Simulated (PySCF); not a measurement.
# C₄H₁₁NO₂Si: runs on many settings, part 2 of 3

PySCF 2.14.0. Atoms count from 0.

**4. Spin-spin couplings: PBE0/pcseg-1**

Job settings and geometry (Å):

```
{"job": {"kind": "j", "xc": "PBE0", "basis": "pcseg-1"}, "charge": 0, "multiplicity": 1}
C      3.358306    -0.676283    -0.130863
C      2.345364     0.393255     0.180770
O      2.615064     1.499806     0.564219
O      1.103340    -0.008557    -0.020943
Si    -0.164360     1.040982     0.226019
N     -1.478105     0.105033    -0.342324
C     -2.779951     0.713996    -0.409103
C     -1.543761    -1.336770    -0.286220
H      3.342884    -0.871326    -1.201298
H      3.091417    -1.595749     0.384610
H      4.349508    -0.349126     0.167616
H     -0.159077     1.403448     1.647266
H     -0.030816     2.201581    -0.646453
H     -2.673200     1.788882    -0.515333
H     -3.331810     0.323921    -1.268130
H     -3.367850     0.513504     0.494154
H     -2.109028    -1.679930     0.587765
H     -0.538175    -1.742231    -0.239588
H     -2.039554    -1.715188    -1.184461
```

With the program's defaults for keys left out, this is: PBE0/pcseg-1 indirect spin-spin coupling, non-relativistic, gas phase.

Log:

```text
coarse grid: 16024 points
cycle   1  E = -652.9575187027  dE =  1.122e+00  |g| = 8.830e-01  |ddm| = 4.228e+00
cycle   2  E = -652.6914739075  dE =  2.660e-01  |g| = 1.489e+00  |ddm| = 1.825e+00
cycle   3  E = -653.1009270440  dE = -4.095e-01  |g| = 2.398e-01  |ddm| = 1.229e+00
cycle   4  E = -653.1114172446  dE = -1.049e-02  |g| = 7.407e-02  |ddm| = 2.298e-01
cycle   5  E = -653.1123356084  dE = -9.184e-04  |g| = 2.045e-02  |ddm| = 6.081e-02
cycle   6  E = -653.1124308166  dE = -9.521e-05  |g| = 3.298e-03  |ddm| = 1.819e-02
cycle   7  E = -653.1124331361  dE = -2.320e-06  |g| = 6.613e-04  |ddm| = 3.026e-03
final grid: 149264 points
cycle   8  E = -653.1771588056  dE = -1.600e-05  |g| = 1.250e-02  |ddm| = 2.441e-02
cycle   9  E = -653.1771163151  dE =  4.249e-05  |g| = 1.935e-02  |ddm| = 2.448e-02
cycle  10  E = -653.1771907007  dE = -7.439e-05  |g| = 2.621e-03  |ddm| = 1.544e-02
cycle  11  E = -653.1771920397  dE = -1.339e-06  |g| = 4.413e-04  |ddm| = 2.068e-03
cycle  12  E = -653.1771920753  dE = -3.560e-08  |g| = 1.078e-04  |ddm| = 3.933e-04
cycle  13  E = -653.1771920776  dE = -2.332e-09  |g| = 2.296e-05  |ddm| = 1.075e-04
cycle  14  E = -653.1771920778  dE = -1.401e-10  |g| = 3.740e-06  |ddm| = 3.401e-05
converged SCF energy = -653.1771920778

Indirect spin-spin couplings (Hz)
  i      j    bonds     total        FC       PSO       DSO        SD
  0 C    1 C    1     68.526    69.799    -1.578     0.306         -
  0 C    2 O    2     -2.737    -3.940     1.165     0.037         -
  0 C    3 O    2    -15.604   -16.136     0.548    -0.016         -
  0 C    4 Si   3     -2.529    -2.382    -0.090     0.058    -0.115
  0 C    8 H    1    135.145   133.551     0.870     0.723         -
  0 C    9 H    1    136.290   134.726     0.838     0.726         -
  0 C   10 H    1    142.816   141.413     0.707     0.696         -
  0 C   11 H    4      0.292     0.382     0.150    -0.240         -
  1 C    2 O    1      7.543    -6.033    13.708    -0.132         -
  1 C    3 O    1     13.870     8.023     6.056    -0.209         -
  1 C    4 Si   2      0.647     0.478     0.150     0.007     0.012
  1 C    5 N    3     -1.137    -1.099    -0.044     0.027    -0.022
  1 C    8 H    2     -5.836    -5.982    -0.023     0.169         -
  1 C    9 H    2     -5.476    -5.520    -0.101     0.146         -
  1 C   10 H    2     -3.140    -2.906    -0.330     0.096         -
  1 C   11 H    3      0.020     0.207    -0.164    -0.024         -
  1 C   12 H    3      0.334     0.523    -0.158    -0.032         -
  2 O    4 Si   3      2.618     2.151     0.279     0.010     0.178
  2 O    8 H    3     -2.108    -2.357     0.018     0.231         -
  2 O    9 H    3     -2.185    -2.530     0.074     0.271         -
  2 O   10 H    3     -0.125    -0.595     0.459     0.012         -
  2 O   11 H    4     -0.374    -0.395     0.110    -0.089         -
  2 O   12 H    4     -0.389    -0.407     0.106    -0.089         -
  3 O    4 Si   1     -6.945    -3.682    -4.251     0.084     0.904
  3 O    5 N    2      4.397     4.489    -0.101     0.014    -0.005
  3 O    6 C    3     -0.995    -1.073     0.039     0.040         -
  3 O    7 C    3     -1.550    -1.595     0.081    -0.037         -
  3 O    8 H    3      0.511     0.468     0.095    -0.051         -
  3 O    9 H    3      0.210     0.157     0.156    -0.102         -
  3 O   10 H    3     -6.262    -6.442    -0.055     0.235         -
  3 O   11 H    2     -4.161    -4.246     0.012     0.073         -
  3 O   12 H    2     -1.840    -1.922    -0.020     0.101         -
  3 O   13 H    4     -0.333    -0.440    -0.046     0.153         -
  3 O   14 H    4     -0.382    -0.437    -0.073     0.128         -
  3 O   15 H    4     -0.314    -0.385    -0.070     0.141         -
  3 O   16 H    4      0.158     0.159    -0.030     0.029         -
  3 O   17 H    4      0.307     0.414     0.299    -0.405         -
  3 O   18 H    4     -0.210    -0.232    -0.019     0.041         -
  4 Si   5 N    1     31.689    33.986    -2.606     0.064     0.246
  4 Si   6 C    2     -7.214    -7.276    -0.019     0.006     0.075
  4 Si   7 C    2     -1.391    -1.634     0.178     0.019     0.046
  4 Si   8 H    4      0.439     0.397    -0.081     0.176    -0.053
  4 Si   9 H    4      0.186     0.168    -0.092     0.179    -0.069
  4 Si  10 H    4     -1.630    -1.692    -0.155     0.245    -0.028
  4 Si  11 H    1   -227.250  -227.244     1.202    -0.458    -0.750
  4 Si  12 H    1   -235.435  -235.447     1.281    -0.467    -0.802
  4 Si  13 H    3     -3.918    -3.842     0.096    -0.158    -0.014
  4 Si  14 H    3     -8.340    -8.413    -0.170     0.276    -0.034
  4 Si  15 H    3      0.187     0.144    -0.062     0.112    -0.007
  4 Si  16 H    3      0.616     0.421     0.051     0.148    -0.003
  4 Si  17 H    3     -1.786    -2.110     0.340    -0.062     0.046
  4 Si  18 H    3     -5.981    -6.112    -0.104     0.283    -0.048
  5 N    6 C    1    -14.414   -13.755    -0.008    -0.110    -0.542
  5 N    7 C    1    -14.105   -13.534     0.053    -0.113    -0.510
  5 N   11 H    2     -3.600    -3.716     0.023     0.103    -0.010
  5 N   12 H    2     -7.339    -7.479     0.097     0.034     0.009
  5 N   13 H    2     -1.257    -1.015    -0.237    -0.003    -0.003
  5 N   14 H    2     -0.605    -0.366    -0.247     0.012    -0.004
  5 N   15 H    2      0.152     0.371    -0.266     0.025     0.022
  5 N   16 H    2      0.249     0.448    -0.230     0.017     0.014
  5 N   17 H    2     -0.434    -0.206    -0.187    -0.029    -0.012
  5 N   18 H    2     -0.841    -0.623    -0.224     0.001     0.004
  6 C    7 C    2     -0.426    -0.176    -0.238    -0.012         -
  6 C   11 H    3     -0.632    -0.556     0.045    -0.122         -
  6 C   12 H    3      0.377     0.383     0.002    -0.007         -
  6 C   13 H    1    134.536   133.211     0.502     0.823         -
  6 C   14 H    1    143.362   142.181     0.388     0.792         -
  6 C   15 H    1    139.389   138.136     0.452     0.801         -
  6 C   16 H    3      1.752     1.737     0.015    -0.001         -
  6 C   17 H    3      9.560     9.768     0.305    -0.513         -
  6 C   18 H    3      2.309     2.303     0.004     0.002         -
  7 C   11 H    3     -0.852    -0.721     0.092    -0.222         -
  7 C   12 H    3      2.113     2.376     0.158    -0.420         -
  7 C   13 H    3      9.545     9.767     0.305    -0.527         -
  7 C   14 H    3      2.290     2.278    -0.016     0.028         -
  7 C   15 H    3      1.534     1.539     0.019    -0.024         -
  7 C   16 H    1    138.026   136.770     0.437     0.820         -
  7 C   17 H    1    139.404   138.218     0.313     0.872         -
  7 C   18 H    1    142.909   141.713     0.386     0.810         -
  8 H    9 H    2    -16.326   -15.948     2.040    -2.418         -
  8 H   10 H    2    -12.981   -12.460     2.107    -2.628         -
  8 H   11 H    5     -0.321     0.230     0.689    -1.240         -
  8 H   13 H    7     -0.252    -0.001     0.287    -0.538         -
  8 H   14 H    7     -0.165    -0.004     0.239    -0.400         -
  8 H   15 H    7     -0.259     0.005     0.405    -0.670         -
  8 H   16 H    7     -0.182    -0.001     0.366    -0.548         -
  8 H   17 H    7      0.207     0.001    -0.389     0.595         -
  9 H   10 H    2    -11.394   -10.836     2.122    -2.680         -
  9 H   12 H    5     -0.409     0.147     0.661    -1.217         -
  9 H   13 H    7     -0.310     0.001     0.392    -0.703         -
  9 H   14 H    7     -0.212    -0.003     0.343    -0.552         -
  9 H   15 H    7     -0.211    -0.001     0.295    -0.505         -
  9 H   17 H    7      0.412     0.005    -0.819     1.226         -
 10 H   11 H    5     -0.247     0.080     0.538    -0.865         -
 10 H   12 H    5     -0.405    -0.039     0.573    -0.939         -
 10 H   13 H    7     -0.298     0.009     0.411    -0.717         -
 10 H   14 H    7     -0.255     0.014     0.457    -0.727         -
 10 H   15 H    7     -0.288    -0.003     0.447    -0.732         -
 10 H   16 H    7     -0.254    -0.001     0.485    -0.738         -
 10 H   17 H    7     -0.156     0.003     0.335    -0.494         -
 10 H   18 H    7     -0.258    -0.002     0.504    -0.759         -
 11 H   12 H    2     20.287    21.887     0.255    -1.855         -
 11 H   14 H    4     -0.914    -0.218     0.853    -1.549         -
 11 H   15 H    4      0.362     0.323    -0.094     0.133         -
 11 H   16 H    4      0.634     0.772     0.050    -0.188         -
 11 H   17 H    4     -0.518     0.011     0.186    -0.716         -
 11 H   18 H    4      0.432     1.195     0.878    -1.640         -
 12 H   13 H    4      0.368    -0.349    -0.872     1.588         -
 12 H   15 H    4     -0.665    -0.149     0.624    -1.139         -
 12 H   16 H    4     -0.486     0.446     0.831    -1.764         -
 12 H   17 H    4     -0.612     0.358     0.497    -1.467         -
 12 H   18 H    4     -1.038    -0.472     0.618    -1.184         -
 13 H   14 H    2    -12.798   -12.340     1.908    -2.366         -
 13 H   15 H    2    -11.277   -10.902     1.894    -2.270         -
 13 H   16 H    4     -0.983    -0.426     1.174    -1.731         -
 13 H   17 H    4      1.423     2.048     1.344    -1.969         -
 13 H   18 H    4     -0.655    -0.147     1.116    -1.624         -
 14 H   15 H    2     -9.048    -8.630     1.883    -2.301         -
 14 H   16 H    4      0.982     1.098     0.397    -0.513         -
 14 H   17 H    4     -0.483     0.020     1.107    -1.610         -
 14 H   18 H    4      1.104     0.555    -1.007     1.556         -
 15 H   16 H    4      1.054     0.594    -0.838     1.297         -
 15 H   17 H    4     -0.920    -0.400     1.104    -1.624         -
 15 H   18 H    4      0.794     0.988     0.555    -0.749         -
 16 H   17 H    2    -11.410   -11.045     1.787    -2.151         -
 16 H   18 H    2     -8.774    -8.373     1.852    -2.253         -
 17 H   18 H    2    -12.824   -12.422     1.785    -2.187         -
```

It took 36 s on 1 thread of Arm Neoverse V2, shared host; peak memory 0.91 GiB.

This basis has no tight s functions, so the Fermi-contact terms are rough.

A choice of the couplings up to four bonds, sorted by the number of bonds, with means over like pairs; isotopes 13C, 1H, 15N, 17O, 29Si:

| pair | bonds | J (Hz) | Fermi contact (Hz) | dihedral (°) |
| --- | --- | --- | --- | --- |
| Si4–H11 | 1 | -231.3 | -231.3 | – |
| C6–H13 | 1 | 139.6 | 138.4 | – |
| C0–H8 | 1 | 138.1 | 136.6 | – |
| C0–C1 | 1 | 68.5 | 69.8 | – |
| Si4–N5 | 1 | 31.7 | 34.0 | – |
| N5–C6 | 1 | -14.3 | -13.6 | – |
| C1–O3 | 1 | 13.9 | 8.0 | – |
| C1–O2 | 1 | 7.5 | -6.0 | – |
| O3–Si4 | 1 | -6.9 | -3.7 | – |
| H11–H12 | 2 | 20.3 | 21.9 | – |
| C0–O3 | 2 | -15.6 | -16.1 | – |
| H8–H9 | 2 | -13.6 | -13.1 | – |
| H13–H14 | 2 | -11.0 | -10.6 | – |
| N5–H11 | 2 | -5.5 | -5.6 | – |
| C1–H8 | 2 | -4.8 | -4.8 | – |
| O3–N5 | 2 | 4.4 | 4.5 | – |
| Si4–C6 | 2 | -4.3 | -4.5 | – |
| O3–H11 | 2 | -3.0 | -3.1 | – |
| C6–H16 | 3 | 4.5 | 4.6 | – |
| Si4–H13 | 3 | -3.2 | -3.3 | – |
| O2–Si4 | 3 | 2.6 | 2.2 | 1 |
| C0–Si4 | 3 | -2.5 | -2.4 | -178 |
| O3–H8 | 3 | -1.8 | -1.9 | – |
| O2–H8 | 3 | -1.5 | -1.8 | – |
| O3–C6 | 3 | -1.3 | -1.3 | – |
| C1–N5 | 3 | -1.1 | -1.1 | 174 |

The spin-dipole term was solved for some atoms only; pairs without it lack that part.

The response was solved for the nuclei of C, H, N, Si alone, so couplings that need other nuclei can be missing.

Quadrupole couplings from the field gradients of the same density:

| atom | isotope | eQq/h (MHz) | η |
| --- | --- | --- | --- |
| O2 | 17O | 9.656 | 0.08 |
| O3 | 17O | -7.836 | 0.07 |
| N5 | 14N | -5.250 | 0.35 |

Joined with the shifts from before (PBE0/pcSseg-1, scaled to CDCl3 for protons on carbon, raw for the others), the couplings predict the line list below for 400 MHz.

¹H NMR δ 5.14 (s, 2H), 2.55 (s, 6H), 2.13 (s, 3H).

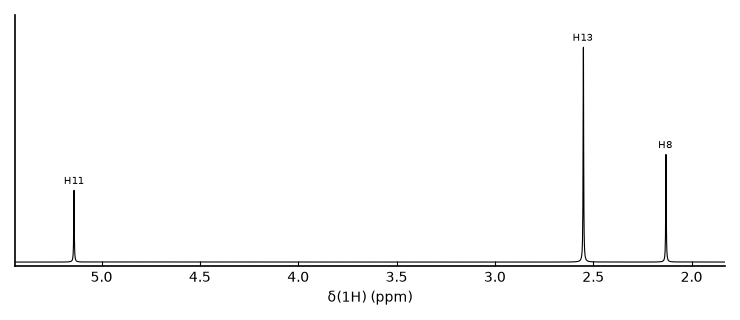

Simulated proton spectrum at 400 MHz, by exact diagonalisation of each spin system; lines 1.2 Hz wide, exchangeable protons uncoupled.

**5. Ultraviolet spectrum: BHandHLYP/pcseg-1**

Settings changed since step 4:

```diff
@@ -1,2 +1,2 @@
-{"job": {"kind": "j", "xc": "PBE0", "basis": "pcseg-1"}, "charge": 0, "multiplicity": 1}
+{"job": {"kind": "uv", "xc": "BHandHLYP", "basis": "pcseg-1", "nstates": 25, "ntriplets": 5, "tda": false, "scf": {"guess": "huckel", "aux": "def2-universal-jkfit"}}, "charge": 0, "multiplicity": 1}
 C      3.358306    -0.676283    -0.130863
```

Method: TDDFT BHandHLYP/pcseg-1, vertical, gas phase, core orbitals frozen in the response.

Log:

```text
final grid: 149264 points
cycle   1  E = -650.2415705729  dE = -5.912e-01  |g| = 3.986e+00  |ddm| = 5.689e+00
cycle   2  E = -647.7696980262  dE =  2.472e+00  |g| = 4.217e+00  |ddm| = 1.188e+01
cycle   3  E = -653.3317632583  dE = -5.562e+00  |g| = 8.436e-01  |ddm| = 1.118e+01
cycle   4  E = -653.4777848272  dE = -1.460e-01  |g| = 3.519e-01  |ddm| = 1.025e+00
cycle   5  E = -653.5022528911  dE = -2.447e-02  |g| = 1.252e-01  |ddm| = 3.234e-01
cycle   6  E = -653.5051987244  dE = -2.946e-03  |g| = 3.121e-02  |ddm| = 1.128e-01
cycle   7  E = -653.5054100446  dE = -2.113e-04  |g| = 7.840e-03  |ddm| = 3.286e-02
cycle   8  E = -653.5054241445  dE = -1.410e-05  |g| = 3.213e-03  |ddm| = 9.373e-03
cycle   9  E = -653.5054264404  dE = -2.296e-06  |g| = 1.303e-03  |ddm| = 3.452e-03
cycle  10  E = -653.5054267740  dE = -3.336e-07  |g| = 2.661e-04  |ddm| = 1.438e-03
cycle  11  E = -653.5054267905  dE = -1.645e-08  |g| = 9.014e-05  |ddm| = 3.603e-04
cycle  12  E = -653.5054267922  dE = -1.778e-09  |g| = 3.106e-05  |ddm| = 1.050e-04
cycle  13  E = -653.5054267925  dE = -2.285e-10  |g| = 7.641e-06  |ddm| = 3.358e-05
converged SCF energy = -653.5054267925

Static polarisability (au): isotropic 73.547, principal 60.659 74.969 85.013

Singlet excitations
state   eV       nm        f      main configurations
  1   6.2123    199.6   0.00161   H-1->L+1 0.91
  2   6.4747    191.5   0.01154   H->L 0.88
  3   6.9508    178.4   0.01797   H->L+2 0.70, H->L+1 0.11, H->L+3 0.11
  4   7.5070    165.2   0.02694   H->L+1 0.86, H->L+2 0.10
  5   7.9439    156.1   0.06372   H->L+4 0.82, H->L+3 0.09
  6   8.4502    146.7   0.04004   H->L+3 0.52, H->L+5 0.14, H->L+7 0.08
  7   8.5952    144.2   0.11513   H->L+5 0.74
  8   8.7049    142.4   0.03219   H-1->L 0.66, H-2->L+1 0.22
  9   8.7929    141.0   0.02007   H->L+6 0.83
 10   8.8967    139.4   0.02480   H->L+7 0.40, H->L+8 0.33, H-2->L 0.12
 11   9.0491    137.0   0.01125   H-2->L 0.66
 12   9.1409    135.6   0.09199   H-2->L+1 0.34, H-5->L+1 0.16, H-1->L 0.14
 13   9.1524    135.5   0.06102   H-5->L+1 0.26, H-2->L+1 0.21, H-4->L+1 0.15
 14   9.5087    130.4   0.01112   H->L+10 0.61, H->L+3 0.10
 15   9.6438    128.6   0.04484   H->L+8 0.20, H->L+11 0.20, H->L+10 0.20
 16   9.8261    126.2   0.04513   H-1->L+2 0.56, H-1->L+4 0.21, H-1->L+3 0.09
 17   9.9315    124.8   0.00988   H-2->L+2 0.18, H->L+13 0.15, H->L+11 0.12
 18   9.9934    124.1   0.00888   H-1->L+3 0.55, H-3->L 0.18
 19  10.0301    123.6   0.02384   H-3->L 0.30, H->L+11 0.14, H-1->L+3 0.11
 20  10.1239    122.5   0.05356   H-2->L+2 0.24, H-3->L 0.17, H->L+12 0.12
 21  10.1850    121.7   0.10165   H->L+12 0.73
 22  10.2753    120.7   0.00566   H->L+14 0.52
 23  10.2898    120.5   0.03179   H-4->L 0.65, H-2->L+3 0.10
 24  10.3856    119.4   0.09425   H-3->L+1 0.50, H-4->L+1 0.20
 25  10.5996    117.0   0.10936   H-5->L 0.55, H-6->L 0.13

Triplet excitations (Tamm-Dancoff, eV): 5.6821 6.2076 6.4008 6.7425 7.3845
```

Wall time 46 s (1 thread of Arm Neoverse V2, shared host); peak memory 0.85 GiB.

This run: HOMO -7.73 eV, LUMO 1.49 eV; lowest singlet 6.21 eV.

[end of part 2 of 3]
